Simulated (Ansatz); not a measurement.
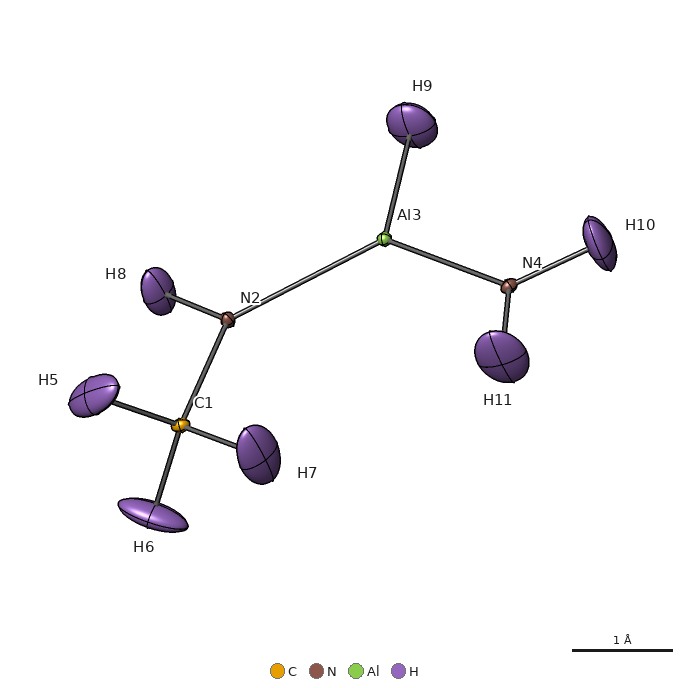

Displacement ellipsoids at the 50 % level, from the internal vibrations of the free molecule (harmonic, no overall translation or rotation; no half-axis is drawn under 0.075 Å). Vibrations computed with RKS PBE0-D4/def2-TZVP (Ansatz 0.2.0). Temperature: 0 K (zero-point motion alone).

**Which atom moves most?**

H7, with U_eq = 0.0302 Å².

**Does H11 move more along its bond or across it?**

Across it: the root-mean-square amplitude is 0.077 Å along the bond and up to 0.235 Å across, since bending and torsion are softer than stretching.

List U_eq and the three principal root-mean-square amplitudes for each kind of atom.

| atom | U_eq (Å²) | rms amplitudes (Å) |
| --- | --- | --- |
| C1 | 0.0020 | 0.031, 0.033, 0.062 |
| N2 | 0.0021 | 0.030, 0.044, 0.060 |
| Al3 | 0.00076 | 0.021, 0.029, 0.032 |
| N4 | 0.0020 | 0.031, 0.038, 0.060 |
| H5, H6 | 0.0273 | 0.082, 0.130, 0.241 |
| H7 | 0.0302 | 0.082, 0.148, 0.249 |
| H8 | 0.0197 | 0.078, 0.119, 0.198 |
| H9 | 0.0243 | 0.096, 0.163, 0.193 |
| H10 | 0.0261 | 0.086, 0.152, 0.218 |
| H11 | 0.0295 | 0.076, 0.166, 0.235 |
